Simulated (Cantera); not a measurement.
A closed system holds: 1 mol BF3, 0.86 mol H2O, 3.7 mol H2, 0.00069 mol HF, at 10.0 Torr.

Equilibrium computed with Cantera from the NASA thermochemical tables; the gas is ideal and each condensed phase is pure. Candidate condensed phases: B, B2O3, B3O3H3, H2O; 43 gas species. The tables' values for BF2 are old estimates; treat these amounts as uncertain. Gases not in the tables: H3BO3. The numbers say what is thermodynamically allowed, not how fast it happens.

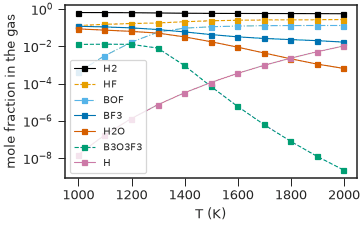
Equilibrium gas composition (values under 1e-9 drawn at 1e-9)

Problem. Read off the mole fractions at 1998 K.

Solution. H2 about 0.56, HF about 0.27, BOF about 0.13, BF3 about 0.017, H about 0.010, H2O about 0.00066.
